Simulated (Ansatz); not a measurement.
# CHFGaN (SMILES N#[C][GaH][F]): a chain of runs

Wanted: a series of 20 runs (HF/STO-3G, UHF/STO-3G, HF/3-21G, UHF/3-21G, HF/6-31G*, UHF/6-31G*, B3LYP/6-31G*, PBE/def2-SVP, and more) of CHFGaN. 

The results are computed with Ansatz 0.2.0.

### Step 1. The molecule

CHFGaN has 5 atoms, charge 0, and is taken as a singlet. As SMILES, `N#[C][GaH][F]`. The shape is that of a PBE0-D4/def2-TZVP optimisation. The run starts from this shape.

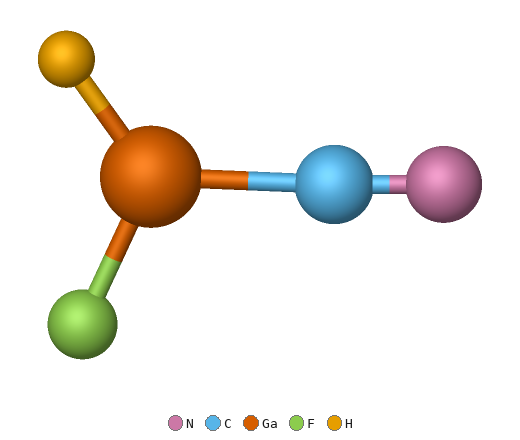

Viewed from a chosen angle; nitrogen pink, carbon blue, gallium orange, fluorine green, hydrogen amber.

### Step 2. A structure relaxation at HF/STO-3G (start density atoms) (run 1)

File input.yaml:

```yaml
crystal:
  periodic: [false, false, false]
  atoms:
    - symbol: "N"
      position_ang: [1.214000, -1.657200, 1.266000]
    - symbol: C
      position_ang: [0.641000, -0.864700, 0.656300]
    - symbol: Ga
      position_ang: [-0.259700, 0.519000, -0.345500]
    - symbol: F
      position_ang: [-1.724700, -0.053500, -1.092600]
    - symbol: H
      position_ang: [0.179200, 1.982700, -0.525600]
basis:
  gaussian:
    orbitals: STO-3G
total_charge: 0
magnetization:
  spin_polarized: false
hamiltonian:
  xc: hf
relax:
  f_tol: 0.002
output: {orbitals: {seedname: orbitals}}
```

Command:

```console
$ ansatz run input.yaml --threads 1 --pin off --max-ram 3480MiB --events-out events.jsonl --progress --plain --runs-dir runs
```

What it wrote (excerpt; [...] marks lines left out):

```text
Warning: RAYON_NUM_THREADS=1 ignored (pool sized by the plan → 1); use --threads N
[...]
Functional definition: HF
  name "HF"
[...]
424 factors; integrals over basis functions are off by at most 1.3e-5 eV
[...]
mean field -56889.29676489 eV, -2090.6430951593 hartree, gradient 4.4e-5 eV, S^2 0.000000; 0 other end points of the search recorded, 0 dependent functions left out
[...]
reference -56889.29676489 eV, -2090.6430951593 hartree; 27, 27 occupied and 7, 7 virtual orbitals, 424 factors
relax step   1: F+E_penalty+E_count = -56889.29676489 eV  Δ(F+E_penalty+E_count) = +0.000e0 eV  max|allowed force component| = 3.076e0 eV/Å  Δτ_max = 0.0000 Å  (42 SCF iters, accepted)
[...]
relax step   3: F+E_penalty+E_count = -56890.51361701 eV  Δ(F+E_penalty+E_count) = -3.002e-1 eV  max|allowed force component| = 1.346e0 eV/Å  Δτ_max = 0.1498 Å  (38 SCF iters, accepted)
[...]
relax step   5: F+E_penalty+E_count = -56890.60113524 eV  Δ(F+E_penalty+E_count) = -1.686e-2 eV  max|allowed force component| = 5.757e-1 eV/Å  Δτ_max = 0.0410 Å  (32 SCF iters, accepted)
[...]
relax step   7: F+E_penalty+E_count = -56890.61327054 eV  Δ(F+E_penalty+E_count) = -2.553e-3 eV  max|allowed force component| = 1.236e-1 eV/Å  Δτ_max = 0.0091 Å  (34 SCF iters, accepted)
[...]
relax step   9: F+E_penalty+E_count = -56890.61342362 eV  Δ(F+E_penalty+E_count) = -1.085e-4 eV  max|allowed force component| = 3.068e-3 eV/Å  Δτ_max = 0.0035 Å  (34 SCF iters, accepted)
[...]
relax step  10: F+E_penalty+E_count = -56890.61342496 eV  Δ(F+E_penalty+E_count) = -1.344e-6 eV  max|allowed force component| = 1.904e-4 eV/Å  Δτ_max = 0.0006 Å  (34 SCF iters, accepted)
426 factors; integrals over basis functions are off by at most 1.4e-5 eV
[...]
mean field -56890.61342496 eV, -2090.6914815246 hartree, gradient 1.6e-5 eV, S^2 0.000000; 1 other end points of the search recorded, 0 dependent functions left out
[...]
reference -56890.61342496 eV, -2090.6914815246 hartree; 27, 27 occupied and 7, 7 virtual orbitals, 426 factors
Total energy: -56890.61342496 eV, -2090.6914815246 hartree
Atom 0 at     1.078056    -1.578648     1.155552 Å, force     0.000114    -0.000184     0.000084 eV/Å
Atom 1 at     0.570785    -0.718345     0.566038 Å, force     0.000078     0.000190     0.000064 eV/Å
Atom 2 at    -0.135440     0.462428    -0.249340 Å, force    -0.000186     0.000050    -0.000156 eV/Å
Atom 3 at    -1.525313    -0.022617    -0.975876 Å, force    -0.000086     0.000045    -0.000070 eV/Å
Atom 4 at     0.061712     1.783482    -0.537774 Å, force     0.000081    -0.000101     0.000078 eV/Å
Dipole moment:    -0.078747     0.353564    -0.160302 e Å
```

Wall time 8.1 s (1 thread of Arm Neoverse V2, shared host); peak memory 0.13 GiB.

The path in brief:

| step | energy from the first frame kept (eV) | largest force (eV/Å) |
| --- | --- | --- |
| 1 | 0.0000 | 4.1414 |
| 2 | -0.9166 | 2.0156 |
| 3 | -1.2169 | 1.3936 |
| 4 | -1.2875 | 0.9270 |
| 5 | -1.3044 | 0.8596 |
| 6 | -1.3140 | 0.7690 |
| 7 | -1.3165 | 0.1481 |
| 8 | -1.3166 | 0.0421 |
| 9 | -1.3167 | 0.0036 |
| 10 | -1.3167 | 0.0002 |

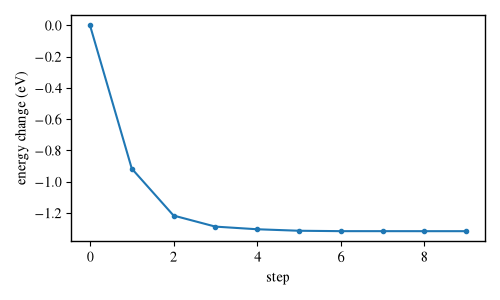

Energy along the run.

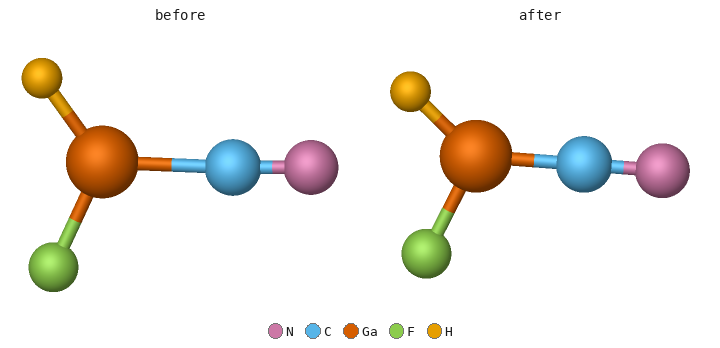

Before and after, at one scale.

After the run. Bond lengths: N1–C2 1.160 Å, C2–Ga3 1.599 Å, Ga3–F4 1.642 Å, Ga3–H5 1.366 Å. Angles: N1–C2–Ga3 179.7°, C2–Ga3–F4 112.4°, C2–Ga3–H5 139.3°, F4–Ga3–H5 108.3°.

### Step 3. The harmonic vibrations at HF/STO-3G (start density atoms) (run 2)

File input.yaml:

```yaml
crystal:
  periodic: [false, false, false]
  atoms:
    - symbol: "N"
      position_ang: [1.078056, -1.578648, 1.155552]
    - symbol: C
      position_ang: [0.570785, -0.718345, 0.566038]
    - symbol: Ga
      position_ang: [-0.135440, 0.462428, -0.249340]
    - symbol: F
      position_ang: [-1.525313, -0.022617, -0.975876]
    - symbol: H
      position_ang: [0.061712, 1.783482, -0.537774]
basis:
  gaussian:
    orbitals: STO-3G
phonons:
  temperatures: {t_min: 298.15, t_max: 298.15, t_step: 1}
hamiltonian:
  xc: hf
```

Command:

```console
$ ansatz run input.yaml --threads 1 --pin off --max-ram 3480MiB --events-out events.jsonl --progress --plain --runs-dir runs
```

What it wrote (excerpt; [...] marks lines left out):

```text
Warning: RAYON_NUM_THREADS=1 ignored (pool sized by the plan → 1); use --threads N
[... 2 set-up lines as earlier in the session ...]
[...]
427 factors; integrals over basis functions are off by at most 2.7e-5 eV
[...]
mean field -56890.61348798 eV, -2090.6914838404 hartree, gradient 2.3e-5 eV, S^2 0.000000; 0 other end points of the search recorded, 0 dependent functions left out
[...]
reference -56890.61348798 eV, -2090.6914838404 hartree; 27, 27 occupied and 7, 7 virtual orbitals, 427 factors
[...]
427 factors; integrals over basis functions are off by at most 2.7e-5 eV
[...]
mean field -56890.61339007 eV, -2090.6914802422 hartree, gradient 1.5e-6 eV, S^2 0.000000; 0 other end points of the search recorded, 0 dependent functions left out
[...]
reference -56890.61339007 eV, -2090.6914802422 hartree; 27, 27 occupied and 7, 7 virtual orbitals, 427 factors
[...]
427 factors; integrals over basis functions are off by at most 2.7e-5 eV
[...]
427 factors; integrals over basis functions are off by at most 2.7e-5 eV
[...]
mean field -56890.61348070 eV, -2090.6914835728 hartree, gradient 1.5e-6 eV, S^2 0.000000; 0 other end points of the search recorded, 0 dependent functions left out
[...]
reference -56890.61348070 eV, -2090.6914835728 hartree; 27, 27 occupied and 7, 7 virtual orbitals, 427 factors
Total energy: -56890.61348798 eV, -2090.6914838404 hartree
Atom 0 at     1.078056    -1.578648     1.155552 Å, force     0.000146    -0.000238     0.000122 eV/Å
Atom 1 at     0.570785    -0.718345     0.566038 Å, force    -0.000071     0.000241    -0.000048 eV/Å
Atom 2 at    -0.135440     0.462428    -0.249340 Å, force    -0.000279     0.000089    -0.000223 eV/Å
Atom 3 at    -1.525313    -0.022617    -0.975876 Å, force     0.000122     0.000020     0.000068 eV/Å
Atom 4 at     0.061712     1.783482    -0.537774 Å, force     0.000082    -0.000112     0.000081 eV/Å
Dipole moment:    -0.078746     0.353563    -0.160301 e Å
Vibrations: 166.24 316.40 469.74 538.75 655.96 682.38 900.80 2096.53 2612.86 cm⁻¹, zero-point energy 0.523191 eV
```

Run time: 10 s. Hardware: 1 thread of Arm Neoverse V2, shared host; peak memory 0.082 GiB.

Runs 3 to 12 aren't shown in full; the table further down has their settings and results.

### Step 4. A structure relaxation at B3LYP/6-31G(d) (Cartesian functions, start density atoms) (run 13)

File input.yaml:

```yaml
crystal:
  periodic: [false, false, false]
  atoms:
    - {symbol: "N", position_ang: [1.214000, -1.657200, 1.266000]}
    - {symbol: C, position_ang: [0.641000, -0.864700, 0.656300]}
    - {symbol: Ga, position_ang: [-0.259700, 0.519000, -0.345500]}
    - {symbol: F, position_ang: [-1.724700, -0.053500, -1.092600]}
    - {symbol: H, position_ang: [0.179200, 1.982700, -0.525600]}
basis:
  gaussian: {orbitals: "6-31G*"}
output: {orbitals: {seedname: orbitals}}
hamiltonian: {xc: {name: B3LYP}}
relax: {f_tol: 0.002}
```

Command:

```console
$ ansatz run input.yaml --threads 1 --pin off --max-ram 3480MiB --events-out events.jsonl --progress --plain --runs-dir runs
```

What it wrote (excerpt; [...] marks lines left out):

```text
Warning: RAYON_NUM_THREADS=1 ignored (pool sized by the plan → 1); use --threads N
[...]
Functional definition: B3LYP
  name "B3LYP"
[...]
837 factors; integrals over basis functions are off by at most 2.8e-4 eV
[...]
mean field -57632.22900507 eV, -2117.9453514083 hartree, gradient 2.8e-5 eV, S^2 0.000000; 0 other end points of the search recorded, 0 dependent functions left out
[...]
reference -57632.22925789 eV, -2117.9453606995 hartree; 27, 27 occupied and 55, 55 virtual orbitals, 837 factors
relax step   1: F+E_penalty+E_count = -57632.22900507 eV  Δ(F+E_penalty+E_count) = +0.000e0 eV  max|allowed force component| = 1.020e0 eV/Å  Δτ_max = 0.0000 Å  (25 SCF iters, accepted)
[...]
relax step   5: F+E_penalty+E_count = -57632.23923285 eV  Δ(F+E_penalty+E_count) = -1.377e-5 eV  max|allowed force component| = 9.259e-3 eV/Å  Δτ_max = 0.0014 Å  (24 SCF iters, accepted)
[...]
relax step   6: F+E_penalty+E_count = -57632.23924144 eV  Δ(F+E_penalty+E_count) = -8.591e-6 eV  max|allowed force component| = 3.517e-4 eV/Å  Δτ_max = 0.0021 Å  (24 SCF iters, accepted)
837 factors; integrals over basis functions are off by at most 2.8e-4 eV
mean field -57632.23924144 eV, -2117.9457275880 hartree, gradient 1.2e-5 eV, S^2 0.000000; 1 other end points of the search recorded, 0 dependent functions left out
[...]
reference -57632.23949431 eV, -2117.9457368810 hartree; 27, 27 occupied and 55, 55 virtual orbitals, 837 factors
Total energy: -57632.23949431 eV, -2117.9457368810 hartree
Atom 0 at     1.223184    -1.667203     1.274973 Å, force    -0.000066    -0.000352     0.000127 eV/Å
Atom 1 at     0.649254    -0.862104     0.660653 Å, force     0.000145     0.000136    -0.000041 eV/Å
Atom 2 at    -0.267373     0.516375    -0.349552 Å, force    -0.000281     0.000118    -0.000194 eV/Å
Atom 3 at    -1.736984    -0.046732    -1.102461 Å, force     0.000333     0.000041     0.000203 eV/Å
Atom 4 at     0.181719     1.985964    -0.525013 Å, force    -0.000131     0.000056    -0.000095 eV/Å
Dipole moment:     0.011130     0.614089    -0.184870 e Å
```

Run time: 19 s. Hardware: 1 thread of Arm Neoverse V2, shared host; peak memory 0.16 GiB.

Steps, from the record of the run:

| step | energy from the first frame kept (eV) | largest force (eV/Å) |
| --- | --- | --- |
| 1 | 0.0000 | 1.4615 |
| 2 | -0.0099 | 0.1713 |
| 3 | -0.0102 | 0.0365 |
| 4 | -0.0102 | 0.0110 |
| 5 | -0.0102 | 0.0101 |
| 6 | -0.0102 | 0.0004 |

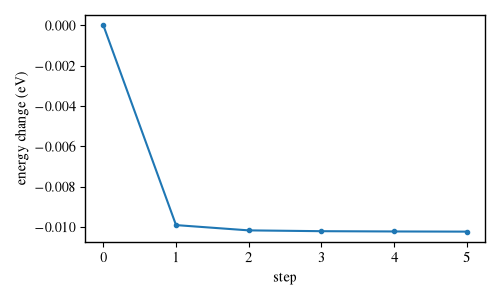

Energy along the run.

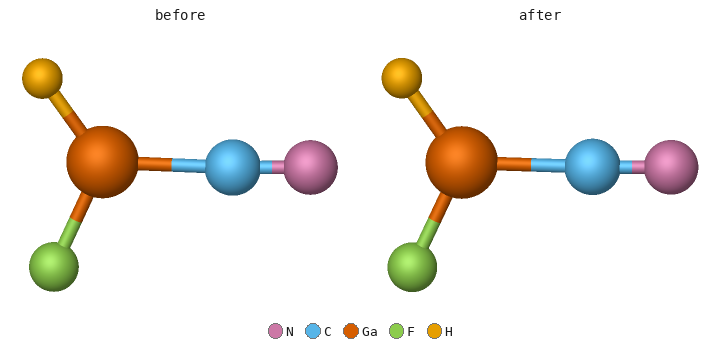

Before and after, at one scale.

After the run. Bond lengths: N1–C2 1.164 Å, C2–Ga3 1.939 Å, Ga3–F4 1.745 Å, Ga3–H5 1.547 Å. Angles: N1–C2–Ga3 178.3°, C2–Ga3–F4 113.2°, C2–Ga3–H5 126.7°, F4–Ga3–H5 120.2°.

Runs 14 to 19 aren't shown in full; the table further down has their settings and results.

### Step 5. The harmonic vibrations at CCSD/cc-pVDZ (start density atoms) (run 20)

File input.yaml:

```yaml
basis:
  gaussian: {orbitals: cc-pVDZ}
crystal:
  periodic: [false, false, false]
  atoms:
    - {symbol: N, position_ang: [1.237569, -1.671417, 1.285396]}
    - {symbol: C, position_ang: [0.651174, -0.865889, 0.663040]}
    - {symbol: Ga, position_ang: [-0.270863, 0.520260, -0.353008]}
    - {symbol: F, position_ang: [-1.755220, -0.042692, -1.115240]}
    - {symbol: H, position_ang: [0.187140, 1.986038, -0.521588]}
correlation: {method: ccsd}
accuracy: high
phonons: {temperatures: {t_min: 298.15, t_max: 298.15, t_step: 1}}
scf: {omitted_lower_state_checks: [cluster_reference]}
```

Command:

```console
$ ansatz run input.yaml --threads 1 --pin off --max-ram 3480MiB --events-out events.jsonl --progress --plain --runs-dir runs
```

What it wrote (excerpt; [...] marks lines left out):

```text
Warning: RAYON_NUM_THREADS=1 ignored (pool sized by the plan → 1); use --threads N
[... 2 set-up lines as earlier in the session ...]
[...]
1606 factors; integrals over basis functions are off by at most 2.7e-9 eV
[...]
mean field -57568.41755676 eV, -2115.6003239360 hartree, gradient 1.3e-8 eV, S^2 0.000000; 0 other end points of the search recorded, 0 dependent functions left out
12 core orbitals not correlated: weight in the atoms' cores, before any rotation towards them, 1.000 or more for the frozen orbitals, at most 0.000 for the correlated occupied ones
reference -57568.41755676 eV, -2115.6003239360 hartree; 15, 15 occupied and 47, 47 virtual orbitals, 1606 factors
second order -14.92431791 eV of doubles, -0.00000000 eV of singles
cycle   1  -14.63521641 eV  change    2.9e-1 eV  update   1.2e-1
[...]
1606 factors; integrals over basis functions are off by at most 2.7e-9 eV
[...]
reference -57568.41752934 eV, -2115.6003229283 hartree; 15, 15 occupied and 47, 47 virtual orbitals, 1606 factors
second order -14.92432053 eV of doubles, -0.00000000 eV of singles
[...]
cycle  21  -15.27334371 eV  change   -1.4e-9 eV  update   2.0e-9
[...]
Total energy: -57583.69087753 eV, -2116.1616081217 hartree
Atom 0 at     1.237569    -1.671417     1.285396 Å, force    -0.000620    -0.000938    -0.000052 eV/Å
Atom 1 at     0.651174    -0.865889     0.663040 Å, force     0.000956     0.001828    -0.000099 eV/Å
Atom 2 at    -0.270863     0.520260    -0.353008 Å, force    -0.000619     0.000558    -0.000345 eV/Å
Atom 3 at    -1.755220    -0.042692    -1.115240 Å, force     0.000135    -0.000290     0.000118 eV/Å
Atom 4 at     0.187140     1.986038    -0.521588 Å, force     0.000147    -0.001159     0.000378 eV/Å
Dipole moment:     0.049038     0.619469    -0.162646 e Å
Vibrations: 125.88 213.28 305.34 470.42 494.76 622.50 719.94 2069.04 2262.19 cm⁻¹, zero-point energy 0.451509 eV
Checks for a lower state left out: cluster_reference
```

Wall time 12 min (1 thread of Arm Neoverse V2, shared host); peak memory 0.43 GiB.

### Step 6. Overview of the runs

| run | level | task | walk f tol | partner | energy (Eh) | dipole moment (D) | wall time |
| --- | --- | --- | --- | --- | --- | --- | --- |
| 1 | HF/STO-3G (start density atoms) | optimise | 0.002 | base | -2090.691482 | 1.90 | 8.1 s |
| 2 | HF/STO-3G (start density atoms) | frequencies | – | base | -2090.691484 | 1.90 | 10 s |
| 3 | UHF/STO-3G (start density atoms) | energy | – | cation | -2090.444294 | – | 1.8 s |
| 4 | UHF/STO-3G (start density atoms) | optimise | – | cation | -2090.479074 | – | 11 s |
| 5 | HF/3-21G (start density atoms) | optimise | 0.002 | base | -2105.214570 | 2.91 | 5.4 s |
| 6 | HF/3-21G (start density atoms) | frequencies | – | base | -2105.214570 | 2.91 | 13 s |
| 7 | UHF/3-21G (start density atoms) | energy | – | cation | -2104.787763 | – | 3.9 s |
| 8 | UHF/3-21G (start density atoms) | optimise | – | cation | -2104.800734 | – | 15 s |
| 9 | HF/6-31G* (Cartesian functions, start density atoms) | optimise | 0.002 | base | -2115.341906 | 3.41 | 11 s |
| 10 | HF/6-31G* (Cartesian functions, start density atoms) | frequencies | – | base | -2115.341906 | 3.41 | 35 s |
| 11 | UHF/6-31G* (Cartesian functions, start density atoms) | energy | – | cation | -2114.920107 | – | 12 s |
| 12 | UHF/6-31G* (Cartesian functions, start density atoms) | optimise | – | cation | -2114.945889 | – | 41 s |
| 13 | B3LYP/6-31G* (Cartesian functions, start density atoms) | optimise | 0.002 | base | -2117.945737 | 3.08 | 19 s |
| 14 | B3LYP/6-31G* (Cartesian functions, start density atoms) | frequencies | – | base | -2117.945737 | 3.08 | 55 s |
| 15 | PBE/def2-SVP (start density atoms) | optimise | 0.002 | base | -2117.280916 | 2.97 | 12 s |
| 16 | PBE/def2-SVP (start density atoms) | frequencies | – | base | -2117.280916 | 2.97 | 29 s |
| 17 | MP2/6-31G* (Cartesian functions, start density atoms) | optimise | 0.002 | base | -2116.038651 | 3.10 | 19 s |
| 18 | MP2/6-31G* (Cartesian functions, start density atoms) | frequencies | – | base | -2116.038651 | 3.10 | 71 s |
| 19 | CCSD/cc-pVDZ (start density atoms) | optimise | 0.002 | base | -2116.161608 | 3.09 | 2.4 min |
| 20 | CCSD/cc-pVDZ (start density atoms) | frequencies | – | base | -2116.161608 | 3.09 | 12 min |

### Step 7. Summary of results

| quantity | value |
| --- | --- |
| run 20, CCSD/cc-pVDZ: total energy | -2116.16161 Eh |
| run 20, CCSD/cc-pVDZ: dipole moment (correlated density) | 3.09 D |
| run 20, CCSD/cc-pVDZ: correlation energy (12 core orbitals frozen) | -561.3 mEh |
| run 20, CCSD/cc-pVDZ: T1 diagnostic | 0.014 |
| run 20, CCSD/cc-pVDZ: largest force on an atom | 0.002 eV/Å |
| run 20, CCSD/cc-pVDZ: lowest harmonic wavenumber | 126 cm⁻¹ |
| run 20, CCSD/cc-pVDZ: highest harmonic wavenumber | 2262 cm⁻¹ |
| run 20, CCSD/cc-pVDZ: zero-point energy | 43.6 kJ/mol |
| vertical ionisation energy (to the doublet cation), HF/STO-3G | 6.726 eV |
| vertical ionisation energy (to the doublet cation), HF/3-21G | 11.614 eV |
| vertical ionisation energy (to the doublet cation), HF/6-31G* | 11.478 eV |
| adiabatic ionisation energy (to the doublet cation, no zero-point term), HF/STO-3G | 5.780 eV |
| adiabatic ionisation energy (to the doublet cation, no zero-point term), HF/3-21G | 11.261 eV |
| adiabatic ionisation energy (to the doublet cation, no zero-point term), HF/6-31G* | 10.776 eV |

In words: At HF/STO-3G: removing an electron at fixed nuclei costs 6.73 eV (649 kJ/mol). Its partner is spin-contaminated (⟨S²⟩ = 1.03 against 0.75), so the difference is in doubt. In a minimal basis such a difference can be off by several eV, whatever the method. At HF/3-21G: removing an electron at fixed nuclei costs 11.61 eV (1121 kJ/mol). Its partner is spin-contaminated (⟨S²⟩ = 1.11 against 0.75), so the difference is in doubt. At HF/6-31G*: the vertical ionisation energy comes to 11.48 eV (1107 kJ/mol). Totals of different functionals can't be ranked against each other. In runs 17, 18 the log says that unrestricted orbitals would lower the reference, so the values rest on an unstable closed-shell determinant (other closed-shell runs at this shape may share the fault). In runs 1, 2, 3, 4 the basis is minimal, so the values are rough. Spin contamination of the reference: run 4 ⟨S²⟩ = 1.35, run 8 ⟨S²⟩ = 1.15, run 7 ⟨S²⟩ = 1.11, run 3 ⟨S²⟩ = 1.03. Where it is this large, the reference is a mixture of spin states, and values that rest on it are in doubt. All runs together took 20 min, the longest 12 min.
